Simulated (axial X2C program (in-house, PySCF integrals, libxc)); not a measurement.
# Be₂: from the state search to constants

Aim: find the lowest determinant of Be₂, scan the bond at several levels and fit the constants, once spin-free and once with spin–orbit coupling.

Computed with an in-house X2C program for linear molecules on PySCF integrals. Level: all-electron X2C, Be dyall-cv3z.

All values are calculated.

### Step 1. Input

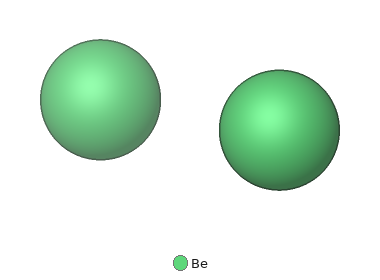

The two atoms at 2.040 Å (beryllium green).

Contents of task.json:

```json
{"zs": [4, 4], "q": 0, "bas": ["dyall-cv3z", "dyall-cv3z"], "levels": ["PBE0", "HF", "LDA"], "cc": true, "r0": 2.04, "thr": -2.0, "nmax": 90, "npts": 10, "nst": 2, "ntry": 6}
```

Keys: zs atomic numbers; q charge; bas basis sets; levels methods (HF also brings MP2); cc coupled cluster on or off; r0 starting distance in Å; thr threshold in hartree for freezing inner shells (an s shell follows its p shell); nmax most natural virtual spinors; npts points asked for on the curve; nst determinants followed; ntry starts of the search.

Command:

```console
> python so2c.py task.json out
```

Spin-free means the one-electron spin-free X2C Hamiltonian; two-component (2c) means X2C with spin–orbit coupling and atomic mean-field two-electron Coulomb and Gaunt terms. Basis: Be dyall-cv3z contracted to [8s8p3d1f]; Gaussian nuclei, density fitting. Masses: Be 9.012 u.

Notation: σ, π±, δ± give the projection m of an orbital's angular momentum (0, ±1, ±2), α and β its spin, Λ and M_S the sums; ω is the projection of a spinor's total angular momentum and Ω the sum. Logs are in hartree.

The results follow Hamiltonian by Hamiltonian and level by level.

### Step 2. Which state to follow

PBE0 moves the distance from 2.040 Å to 2.516 Å and compares determinants there.

Spin-free determinants:

```csv
ΔE (eV),state,open shells
0.00,"M_S = 0, Λ = 0",closed shell
0.75,"M_S = 1, Λ = 0",beyond closed shells: 2 × σα
1.13,"M_S = 1, Λ = 1","beyond closed shells: σα, π+α"
1.57,"M_S = 0, Λ = 1","beyond closed shells: σα, π+β"
3.56,"M_S = 1, Λ = 0","beyond closed shells: π+α, π-α"
```

Two-component determinants:

```json
{"ΔE (eV)": "0.00", "state": "Ω = 0", "open shells": "closed shell"}
{"ΔE (eV)": "0.75", "state": "Ω = 1", "open shells": "excess of +ω over −ω: 2 × ω = 1/2"}
{"ΔE (eV)": "1.13", "state": "Ω = 2", "open shells": "excess of +ω over −ω: ω = 1/2, ω = 3/2"}
{"ΔE (eV)": "1.57", "state": "Ω = 1", "open shells": "excess of +ω over −ω: ω = -1/2, ω = 3/2"}
```

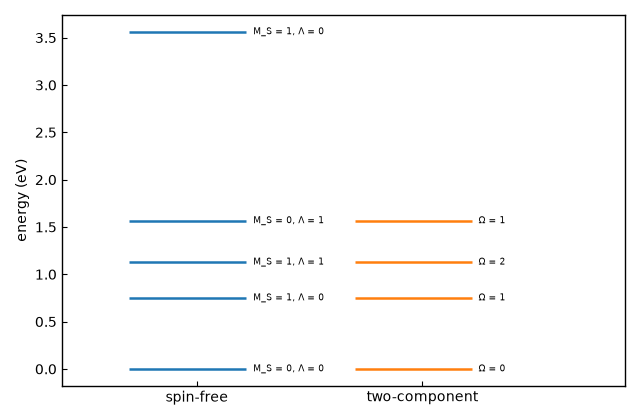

The determinants found, each set from its own lowest.

### Step 3. PBE0, spin-free

State followed: M_S = 0, Λ = 0 (closed shell). The scan is laid around 2.516 Å, a first estimate of the minimum, and this SCF restarts from the orbitals of the search.

Output at 2.516 Å:

```text
spin-free X2C-1e  PBE0
basis functions 108  fitting functions 498  grid points 4360
iter        total energy     max residual
   1        -29.288869374     7.19e-06
   2        -29.288869375     2.07e-06
converged
one-electron -44.87656366  Coulomb 17.71209413  exact exchange -1.33391016  xc functional -4.15568658  nuclear repulsion 3.36519689
```

Along the bond, energies from the lowest point:

| R (Å) | E (eV) | HOMO (eV) | LUMO (eV) | iterations |
| --- | --- | --- | --- | --- |
| 2.189 | 0.1181 | -4.99 | -2.35 | 10 |
| 2.290 | 0.0469 | -5.08 | -2.25 | 8 |
| 2.365 | 0.0177 | -5.15 | -2.19 | 7 |
| 2.441 | 0.0033 | -5.21 | -2.15 | 7 |
| 2.516 | 0.0000 | -5.28 | -2.14 | 2 |
| 2.604 | 0.0060 | -5.35 | -2.12 | 7 |
| 2.692 | 0.0190 | -5.43 | -2.10 | 7 |
| 2.805 | 0.0418 | -5.52 | -2.07 | 7 |
| 2.944 | 0.0736 | -5.63 | -2.04 | 7 |
| 3.145 | 0.1195 | -5.77 | -1.99 | 7 |

Outer orbitals at the reference distance:

```csv
symmetry,occupied,ε (eV),atomic character
σα,yes,-8.21,"83% Be s, 15% Be p"
σα,yes,-5.28,"60% Be s, 38% Be p"
σα,no,-2.14,"82% Be p, 17% Be s"
π+α,no,-2.07,99% Be p
π-α,no,-2.07,99% Be p
π-α,no,-0.25,96% Be p
```

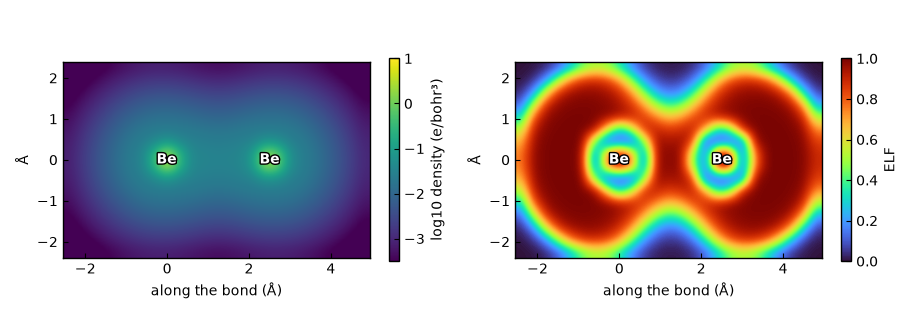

PBE0 fields in a plane through the axis, from a grid of 0.3 Å; Be lies at z = 0 and Be at z = 2.516 Å; the ELF is damped to zero where the density is low.

Re = 2.506 Å, ωe = 295.6 cm⁻¹, ωexe = 8.87 cm⁻¹, Be = 0.5958 cm⁻¹, De = 0.284 eV.

### Step 4. HF, spin-free

The SCF at the reference distance of 2.516 Å:

```text
spin-free X2C-1e  HF
basis functions 108  fitting functions 498  grid points 4360
iter        total energy     max residual
   1        -29.134913284     7.14e-02
   2        -29.140041349     4.58e-03
   3        -29.140460346     2.90e-03
   4        -29.140497947     9.42e-04
   5        -29.140501844     7.03e-05
   6        -29.140501955     3.02e-05
   7        -29.140501962     5.46e-06
   8        -29.140501962     5.20e-07
converged
one-electron -44.80890145  Coulomb 17.65466647  exact exchange -5.35146386  xc functional 0.00000000  nuclear repulsion 3.36519689
```

No constants are quoted: the lowest point is the long end of the scan.

### Step 5. LDA, spin-free

The SCF at the reference distance of 2.516 Å:

```text
spin-free X2C-1e  LDA
basis functions 108  fitting functions 498  grid points 4360
iter        total energy     max residual
   1        -28.915564885     4.66e-02
   2        -28.919330394     8.09e-03
   3        -28.919422764     8.45e-04
   4        -28.919427426     8.11e-04
   5        -28.919430304     3.40e-05
   6        -28.919430322     6.38e-06
   7        -28.919430323     7.66e-07
converged
one-electron -44.82652653  Coulomb 17.61591607  exact exchange 0.00000000  xc functional -5.07401675  nuclear repulsion 3.36519689
```

Re = 2.392 Å, ωe = 372 cm⁻¹, ωexe = 7.35 cm⁻¹, Be = 0.6536 cm⁻¹, De = 0.562 eV.

### Step 6. Correlated methods, spin-free

Correlated methods: 4 electrons correlated (frozen shells, counted by type: Be 1 s), 156 virtual spinors in MP2, 90 natural virtuals in coupled cluster.

Output of the correlated part at 2.516 Å:

```text
correlated 4  virtual 156  natural virtual 90  E(MP2) -0.069478437  MP2 remainder -0.000950066
iter   CCSD correlation   residual
   1     -0.084449140   1.92e-01
   2     -0.097767756   1.06e-01
   3     -0.098996825   2.87e-02
   4     -0.099529841   1.39e-02
   5     -0.099595630   5.62e-03
   6     -0.099530173   2.31e-03
   7     -0.099575532   7.04e-04
   8     -0.099566473   2.32e-04
   9     -0.099567364   9.52e-05
  10     -0.099567602   3.92e-05
  11     -0.099568313   1.37e-05
  12     -0.099568265   3.90e-06
  13     -0.099568285   1.57e-06
(T) -0.003510367  T1 0.0404  D1 0.0449  max T2 0.251
```

T1 in the output is the amplitude norm over the root of the electron number; divide by √2 for the Lee–Taylor value.

MP2: Re = 2.763 Å, ωe = 112.9 cm⁻¹, Be = 0.4902 cm⁻¹, De = 0.039 eV.

CCSD: No constants are quoted: the lowest point is the long end of the scan.

CCSD(T): Re = 2.503 Å, ωe = 225.9 cm⁻¹, ωexe = 24.3 cm⁻¹, Be = 0.5973 cm⁻¹, De = 0.073 eV. T1 at Re = 0.029 (Lee–Taylor, the printed value over √2).

### Step 7. A higher determinant, spin-free

State: M_S = 1, Λ = 0 (beyond closed shells: 2 × σα).

Output at the reference distance:

```text
spin-free X2C-1e  PBE0
basis functions 108  fitting functions 498  grid points 4360
iter        total energy     max residual
   1        -29.261307378     3.34e-05
   2        -29.261307388     8.23e-06
   3        -29.261307389     1.58e-06
converged
one-electron -44.85277944  Coulomb 17.75820725  exact exchange -1.35166196  xc functional -4.18027012  nuclear repulsion 3.36519689
```

| R (Å) | E above the lowest PBE0 point (eV) |
| --- | --- |
| 2.189 | 0.459 |
| 2.290 | 0.511 |
| 2.365 | 0.576 |
| 2.441 | 0.657 |
| 2.516 | 0.750 |
| 2.604 | 0.869 |
| 2.692 | 0.996 |
| 2.805 | 1.165 |
| 2.944 | 1.373 |

No constants are quoted: the lowest point is the short end of the scan.

### Step 8. The spin-free curves together

Energy (eV) of the followed determinant, spin-free, from each level's lowest point:

| R (Å) | PBE0 | HF | MP2 | CCSD | CCSD(T) | LDA |
| --- | --- | --- | --- | --- | --- | --- |
| 2.189 | 0.118 | 0.483 | 0.162 | n/a | n/a | 0.062 |
| 2.290 | 0.047 | 0.356 | 0.085 | 0.070 | 0.031 | 0.013 |
| 2.365 | 0.018 | 0.285 | 0.049 | 0.040 | 0.011 | 0.000 |
| 2.441 | 0.003 | 0.229 | 0.026 | 0.022 | 0.002 | 0.002 |
| 2.516 | 0.000 | 0.183 | 0.012 | 0.011 | 0.000 | 0.014 |
| 2.604 | 0.006 | 0.141 | 0.004 | 0.004 | 0.003 | 0.038 |
| 2.692 | 0.019 | 0.107 | 0.000 | 0.002 | 0.010 | 0.068 |
| 2.805 | 0.042 | 0.072 | 0.000 | 0.000 | 0.019 | 0.112 |
| 2.944 | 0.074 | 0.038 | 0.002 | n/a | n/a | 0.168 |
| 3.145 | 0.119 | 0.000 | 0.006 | n/a | n/a | 0.247 |

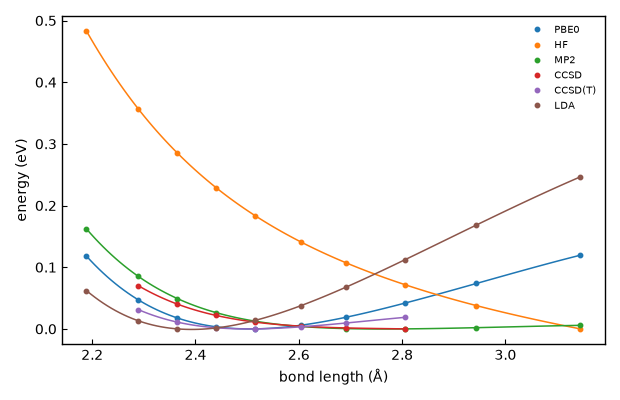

Curves of the followed state, spin-free, each from its own lowest point.

### Step 9. PBE0, 2c

State followed: Ω = 0 (closed shell). The scan is laid around 2.516 Å, a first estimate of the minimum, and this SCF restarts from the orbitals of the search.

Output at 2.516 Å:

```text
two-component X2C + atomic mean field  PBE0
basis functions 108  fitting functions 498  grid points 4360
iter        total energy     max residual
   1        -29.288159583     1.86e-05
   2        -29.288159584     2.32e-06
converged
one-electron -44.87487428  Coulomb 17.71164313  exact exchange -1.33386450  xc functional -4.15555029  nuclear repulsion 3.36519689  atomic mean-field constant -0.00071054
```

Along the bond, energies from the lowest point:

| R (Å) | E (eV) | HOMO (eV) | LUMO (eV) | iterations |
| --- | --- | --- | --- | --- |
| 2.189 | 0.1181 | -4.99 | -2.35 | 10 |
| 2.290 | 0.0470 | -5.08 | -2.25 | 8 |
| 2.365 | 0.0177 | -5.15 | -2.19 | 7 |
| 2.441 | 0.0033 | -5.21 | -2.15 | 7 |
| 2.516 | 0.0000 | -5.28 | -2.14 | 2 |
| 2.604 | 0.0059 | -5.35 | -2.12 | 7 |
| 2.692 | 0.0190 | -5.43 | -2.10 | 7 |
| 2.805 | 0.0418 | -5.52 | -2.07 | 7 |
| 2.944 | 0.0736 | -5.63 | -2.04 | 7 |
| 3.145 | 0.1195 | -5.77 | -1.99 | 7 |

Outer spinors at the reference distance:

| ω | occupied | ε (eV) | atomic character | λ mixture |
| --- | --- | --- | --- | --- |
| 1/2 | yes | -8.21 | 83% Be s, 15% Be p | 100% σ |
| 1/2 | yes | -5.28 | 60% Be s, 38% Be p | 100% σ |
| 1/2 | no | -2.14 | 82% Be p, 17% Be s | 100% σ |
| 1/2 | no | -2.07 | 99% Be p | 100% π |
| 3/2 | no | -2.07 | 99% Be p | 100% π |
| 1/2 | no | -0.25 | 96% Be p | 100% π |

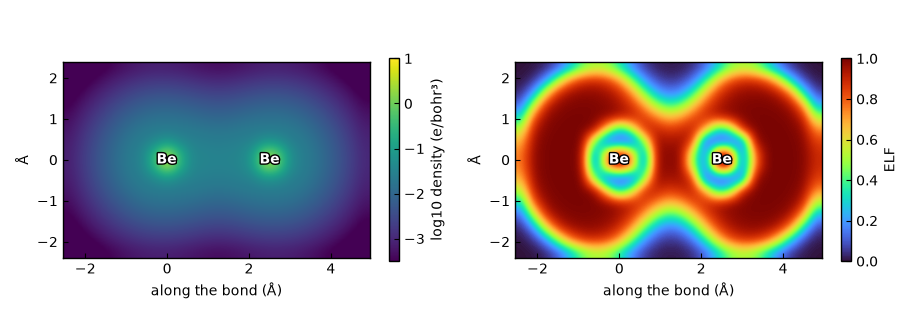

PBE0 fields in a plane through the axis, from a grid of 0.3 Å; Be lies at z = 0 and Be at z = 2.516 Å; the ELF is damped to zero where the density is low.

Re = 2.506 Å, ωe = 295.6 cm⁻¹, ωexe = 8.87 cm⁻¹, Be = 0.5958 cm⁻¹, De = 0.284 eV.

### Step 10. HF, 2c

The SCF at the reference distance of 2.516 Å:

```text
two-component X2C + atomic mean field  HF
basis functions 108  fitting functions 498  grid points 4360
iter        total energy     max residual
   1        -29.134202777     7.14e-02
   2        -29.139330215     4.58e-03
   3        -29.139749024     2.90e-03
   4        -29.139786609     9.41e-04
   5        -29.139790504     7.04e-05
   6        -29.139790615     3.02e-05
   7        -29.139790622     5.46e-06
   8        -29.139790622     5.20e-07
converged
one-electron -44.80719018  Coulomb 17.65418763  exact exchange -5.35127442  xc functional 0.00000000  nuclear repulsion 3.36519689  atomic mean-field constant -0.00071054
```

No constants are quoted: the lowest point is the long end of the scan.

### Step 11. LDA, 2c

The SCF at the reference distance of 2.516 Å:

```text
two-component X2C + atomic mean field  LDA
basis functions 108  fitting functions 498  grid points 4360
iter        total energy     max residual
   1        -28.914873766     4.66e-02
   2        -28.918639437     8.09e-03
   3        -28.918731795     8.43e-04
   4        -28.918736427     8.09e-04
   5        -28.918739299     3.38e-05
   6        -28.918739317     6.38e-06
   7        -28.918739318     7.62e-07
converged
one-electron -44.82481567  Coulomb 17.61544003  exact exchange 0.00000000  xc functional -5.07385003  nuclear repulsion 3.36519689  atomic mean-field constant -0.00071054
```

Re = 2.393 Å, ωe = 372 cm⁻¹, ωexe = 7.35 cm⁻¹, Be = 0.6536 cm⁻¹, De = 0.561 eV.

### Step 12. Correlated methods, 2c

Correlated methods: 4 electrons correlated (frozen shells, counted by type: Be 1 s), 156 virtual spinors in MP2, 90 natural virtuals in coupled cluster.

Output of the correlated part at 2.516 Å:

```text
correlated 4  virtual 156  natural virtual 90  E(MP2) -0.069478231  MP2 remainder -0.000950011
iter   CCSD correlation   residual
   1     -0.084448391   1.92e-01
   2     -0.097766183   1.06e-01
   3     -0.098995135   2.87e-02
   4     -0.099528114   1.39e-02
   5     -0.099593884   5.62e-03
   6     -0.099528437   2.31e-03
   7     -0.099573788   7.03e-04
   8     -0.099564730   2.32e-04
   9     -0.099565621   9.52e-05
  10     -0.099565860   3.92e-05
  11     -0.099566570   1.37e-05
  12     -0.099566522   3.90e-06
  13     -0.099566542   1.57e-06
(T) -0.003510423  T1 0.0404  D1 0.0449  max T2 0.251
```

MP2: Re = 2.763 Å, ωe = 112.9 cm⁻¹, Be = 0.4901 cm⁻¹, De = 0.039 eV.

CCSD: No constants are quoted: the lowest point is the long end of the scan.

CCSD(T): Re = 2.503 Å, ωe = 225.9 cm⁻¹, ωexe = 24.3 cm⁻¹, Be = 0.5972 cm⁻¹, De = 0.073 eV. T1 at Re = 0.029 (Lee–Taylor, the printed value over √2).

### Step 13. A higher determinant, 2c

State: Ω = 1 (excess of +ω over −ω: 2 × ω = 1/2).

Output at the reference distance:

```text
two-component X2C + atomic mean field  PBE0
basis functions 108  fitting functions 498  grid points 4360
iter        total energy     max residual
   1        -29.260595886     2.05e-05
   2        -29.260595887     2.79e-06
converged
one-electron -44.85106000  Coulomb 17.75772290  exact exchange -1.35161516  xc functional -4.18012998  nuclear repulsion 3.36519689  atomic mean-field constant -0.00071054
```

| R (Å) | E above the lowest PBE0 point (eV) |
| --- | --- |
| 2.189 | 0.459 |
| 2.290 | 0.512 |
| 2.365 | 0.576 |
| 2.441 | 0.657 |
| 2.516 | 0.750 |
| 2.604 | 0.869 |
| 2.692 | 0.996 |
| 2.805 | 1.165 |
| 2.944 | 1.373 |

No constants are quoted: the lowest point is the short end of the scan.

### Step 14. The 2c curves together

Energy (eV) of the followed determinant, 2c, from each level's lowest point:

| R (Å) | PBE0 | HF | MP2 | CCSD | CCSD(T) | LDA |
| --- | --- | --- | --- | --- | --- | --- |
| 2.189 | 0.118 | 0.483 | 0.162 | n/a | n/a | 0.062 |
| 2.290 | 0.047 | 0.356 | 0.085 | 0.070 | 0.031 | 0.013 |
| 2.365 | 0.018 | 0.285 | 0.049 | 0.040 | 0.011 | 0.000 |
| 2.441 | 0.003 | 0.229 | 0.026 | 0.022 | 0.002 | 0.002 |
| 2.516 | 0.000 | 0.183 | 0.012 | 0.011 | 0.000 | 0.014 |
| 2.604 | 0.006 | 0.141 | 0.004 | 0.004 | 0.003 | 0.038 |
| 2.692 | 0.019 | 0.107 | 0.000 | 0.002 | 0.010 | 0.068 |
| 2.805 | 0.042 | 0.072 | 0.000 | 0.000 | 0.019 | 0.112 |
| 2.944 | 0.074 | 0.038 | 0.002 | n/a | n/a | 0.168 |
| 3.145 | 0.119 | 0.000 | 0.006 | n/a | n/a | 0.246 |

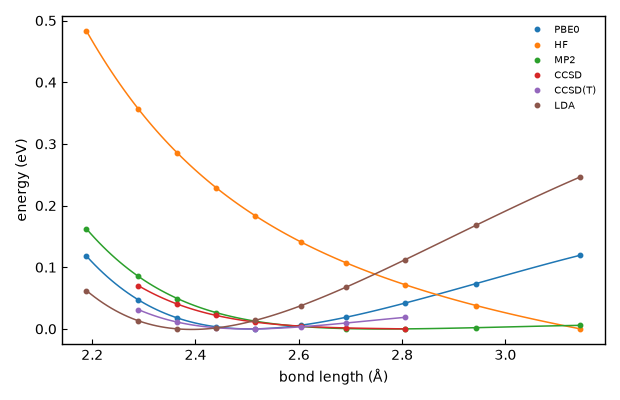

Curves of the followed state, 2c, each from its own lowest point.

The whole job took 21 s on 1 thread of Arm Neoverse V1, shared host.

### Step 15. Results

Lowest determinant that the search found at its distance, spin-free: M_S = 0, Λ = 0 (closed shell).

Lowest determinant that the search found at its distance, 2c: Ω = 0 (closed shell).

```tsv
Hamiltonian	level	Re (Å)	ωe (cm⁻¹)	De (eV)
spin-free	PBE0	2.506	295.6	0.284
spin-free	MP2	2.763	112.9	0.039
spin-free	CCSD(T)	2.503	225.9	0.073
spin-free	LDA	2.392	372	0.562
2c	PBE0	2.506	295.6	0.284
2c	MP2	2.763	112.9	0.039
2c	CCSD(T)	2.503	225.9	0.073
2c	LDA	2.393	372	0.561
```

No constants: spin-free HF (the lowest point is the long end of the scan); spin-free CCSD (the lowest point is the long end of the scan); 2c HF (the lowest point is the long end of the scan); 2c CCSD (the lowest point is the long end of the scan).

Time per point (s) on 1 thread of Arm Neoverse V1, shared host (2c runs); the times are rough: PBE0 0.1, MP2 0.05, CCSD(T) 0.69, LDA 0.077.

**Reading.** At CCSD(T), going from spin-free to two-component changes Re by 0 mÅ, ωe by 0.0 %; the spin-free picture holds up (part of it comes from the scalar share of the two-electron terms). De moves by 0.00 eV; both De rest on single-determinant atoms, which can miss part of an open shell's spin–orbit lowering.

De refers to Be + Be, each in the lowest determinant found, which need not be this curve's own limit. Each curve is one determinant whose occupation by symmetry is held fixed; it was picked as the lowest of a PBE0 search that is not exhaustive. The closed shell is kept restricted; where the fragments are open shells, the energy then runs too high at long range. De is counted from the lowest determinant-based energies of the atoms at the same level, without counterpoise correction. Coupled cluster ran in a truncated set of natural virtual spinors; the MP2 energy of the rest was added. T1 at Re is 0.029 (Lee–Taylor), above the customary mark of 0.02.
